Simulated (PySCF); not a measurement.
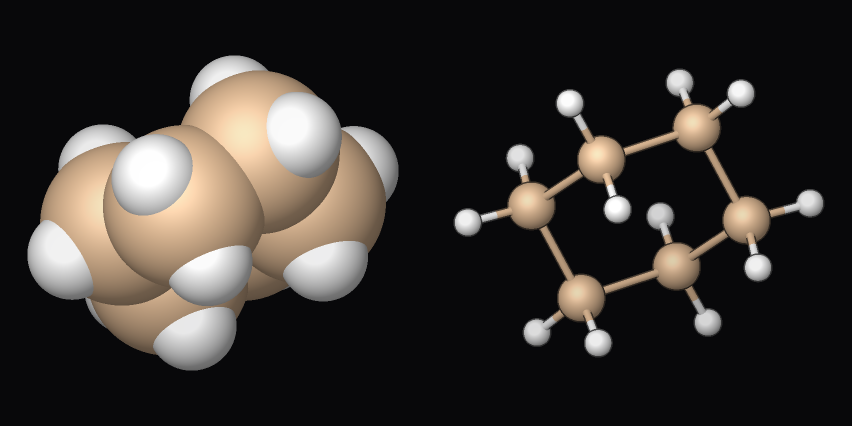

Two views of one molecule. Colours: silicon light orange, hydrogen white.

Computed geometry: PBE0-D3(BJ)/def2-SVP optimisation. No frequency run is at hand to confirm it as a minimum.

Which formula does it have?

Answer. Si6H12, 18 atoms: 6 silicon and 12 hydrogen.

How many bonds of each kind are drawn?

Answer. 12 Si–H, 6 Si–Si.

More results for the same structure follow; atom numbers are the same in all pictures, views and colours differ.

**Symmetry**

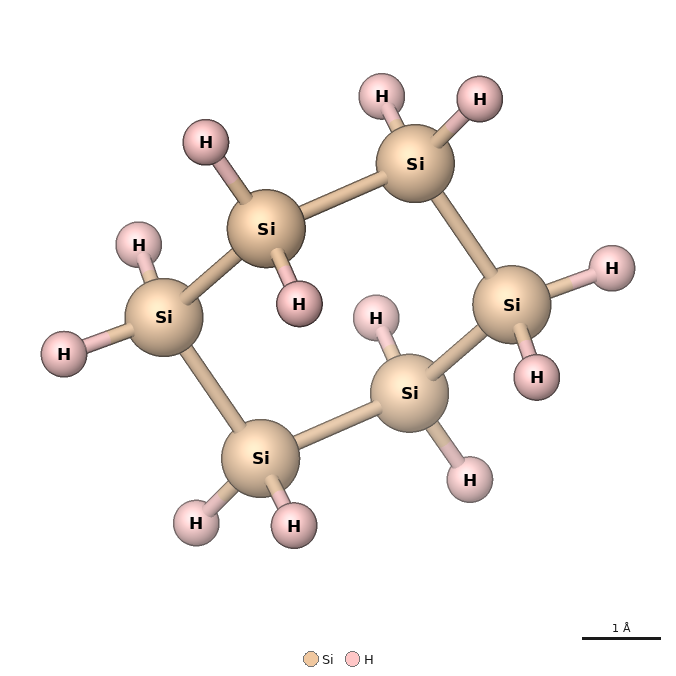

Atoms fade into the background with distance from the viewer. No frequency run is at hand to confirm it as a minimum. Masses are those of the most abundant isotopes; constants are for the rigid equilibrium geometry.

Classify the rotor and give the rotational constants (MHz).

Answer. An oblate symmetric top (D3d): A = B = 990, C = 549 MHz.

**Core levels**

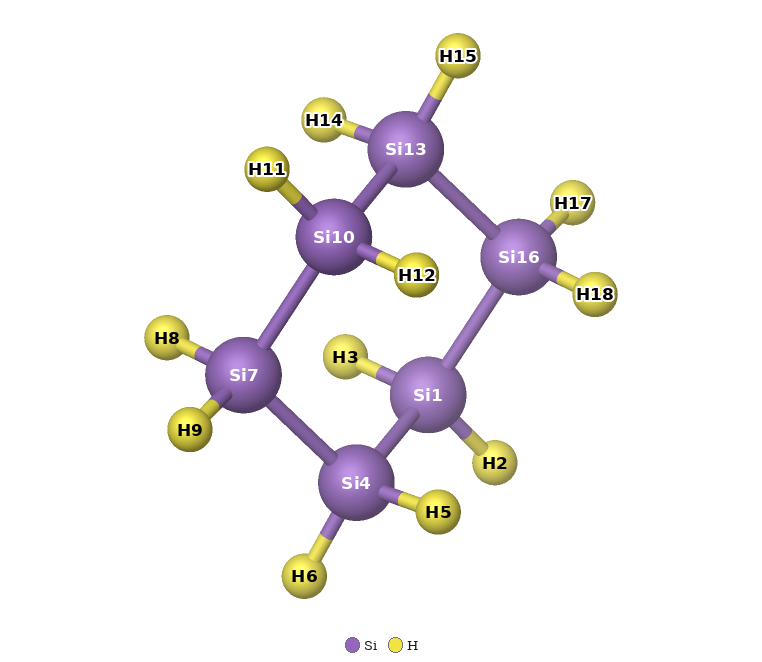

No frequency run is at hand to confirm it as a minimum. Level of theory: delta-SCF UKS SCAN, pcX-2 on the ionised atom (unc-x2c-TZVPall on a metal), pcseg-1 elsewhere, spin-free X2C (PySCF 2.14.0).

Give the core-electron binding energies (to vacuum; p and d levels without spin–orbit splitting) of Si1 1s, Si1 2p.

```
atom  level  binding energy (eV)
 Si1     1s               1845.7
 Si1     2p                106.3
```

**Charges**

The questions are on Mulliken charges. No frequency run is at hand to confirm it as a minimum. Properties computed with PBE0/pcSseg-1, gas phase (PySCF 2.14.0).

List the Mulliken charges.

| atom | value (e) |
| --- | --- |
| Si1 | 0.03 |
| H2 | −0.01 |
| H3 | −0.02 |
| Si4 | 0.03 |
| H5 | −0.02 |
| H6 | −0.01 |
| Si7 | 0.03 |
| H8 | −0.02 |
| H9 | −0.01 |
| Si10 | 0.03 |
| H11 | −0.01 |
| H12 | −0.02 |
| Si13 | 0.03 |
| H14 | −0.02 |
| H15 | −0.01 |
| Si16 | 0.03 |
| H17 | −0.01 |
| H18 | −0.02 |

**Ring current**

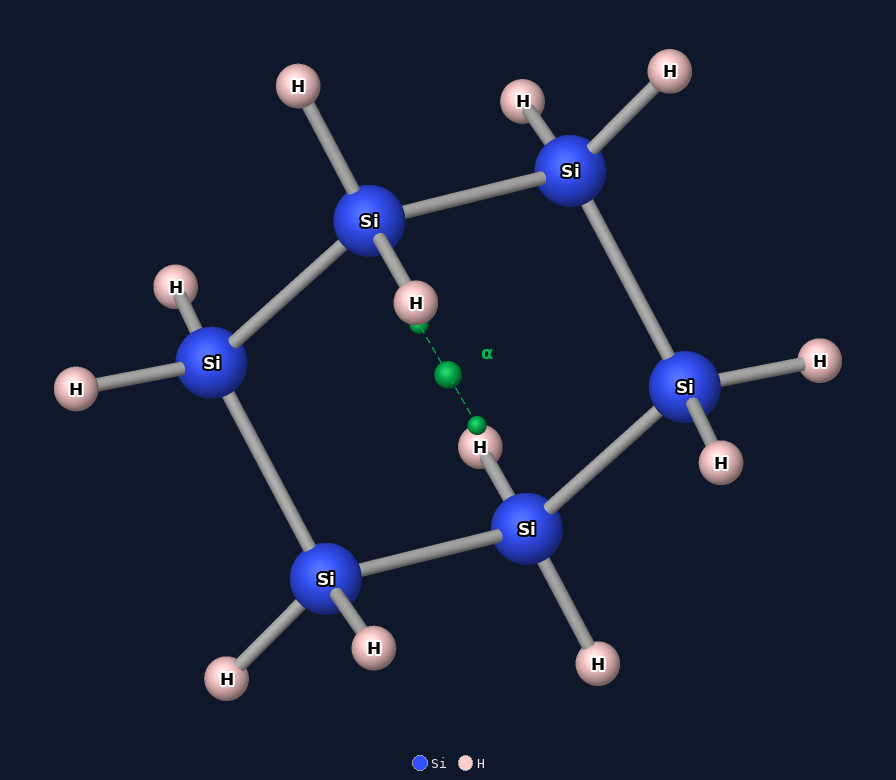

The small points mark where nucleus-independent chemical shifts (NICS) were computed: at the centre of each lettered ring and 1 Å above and below it. No frequency run is at hand to confirm it as a minimum. Level of theory: GIAO PBE0/pcSseg-1 NMR shielding, non-relativistic, gas phase (PySCF 2.14.0).

Give NICS(0), NICS(1) and the out-of-plane component NICS(1)zz for each ring (means of the two sides).

```tsv
ring	members	NICS(0)	NICS(1)	NICS(1)zz
α	Si6	−2.6	−2.2	4.7
```

Values in ppm.

What do the values say about the ring currents?

Answer. Ring α: weak, as in a non-aromatic ring. NICS is one index among several.

Mulliken values depend strongly on the basis set and can even reverse the polarity of a bond.
